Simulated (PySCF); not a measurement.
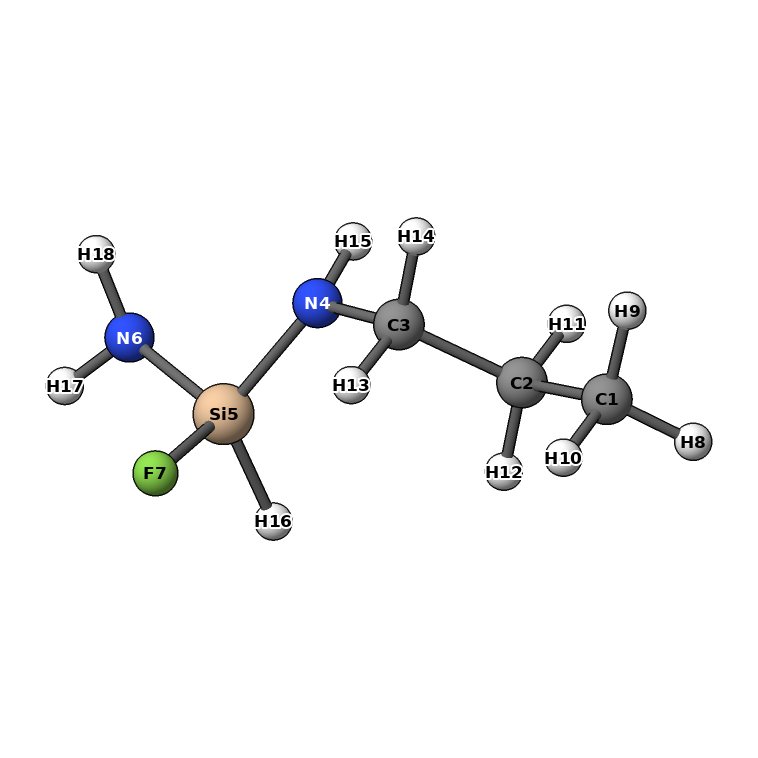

The questions are on isotropic NMR shieldings of the H atoms. Computed geometry: GFN2-xTB optimisation. No frequency run is at hand to confirm it as a minimum. Method: GIAO PBE0/pcSseg-1 NMR shielding, non-relativistic, gas phase (PySCF 2.14.0).

List the isotropic NMR shieldings of the H atoms.

| atom | σ (ppm) |
| --- | --- |
| H8 | 30.56 |
| H9 | 30.91 |
| H10 | 30.91 |
| H11 | 30.47 |
| H12 | 30.19 |
| H13 | 28.77 |
| H14 | 28.94 |
| H15 | 31.05 |
| H16 | 26.82 |
| H17 | 30.91 |
| H18 | 30.70 |

The geometry is semi-empirical. Around Si such bond lengths and angles can be off by a tenth of an ångström or more and by several degrees, and values that hang on the shape move with them.
